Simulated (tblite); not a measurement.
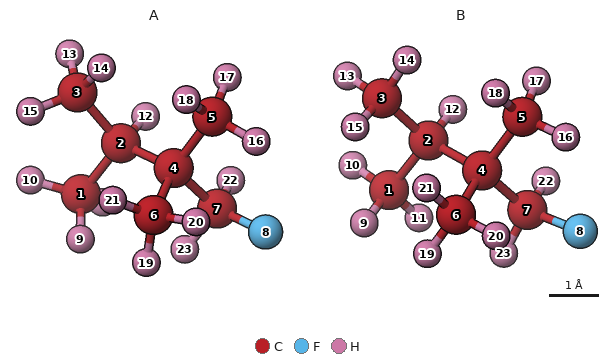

Two geometries of C7H15F, drawn at one scale. One is the start of a relaxation, the other its converged end. The picture is a ball-and-stick view, seen at a tilt.

Theory: tblite 0.8.0, GFN2-xTB geometry optimisation, gas phase. 

> Which one is relaxed?

Structure B is the relaxed one. Over 76 geometry steps the energy falls by 78.3 kJ/mol. H13 moves most after the best rigid fit: 0.79 Å. Largest moves by element: H 0.79 Å, C 0.19 Å, F 0.18 Å. Among the contacts that change: C2–C4 1.487 → 1.552 Å, C7–H23 1.139 → 1.093 Å, C1–H11 1.120 → 1.086 Å, C2–H12 1.120 → 1.097 Å. Bond angles that change, for instance: F8–C7–H22 116.9° → 106.4°, C4–C7–H23 104.8° → 111.8°, F8–C7–H23 110.9° → 105.7°. Groups turn about C1–C2 by about 35°, C2–C3 by about 35°. The run took 0.55 s on 1 thread of Arm Neoverse V1 (shared host).
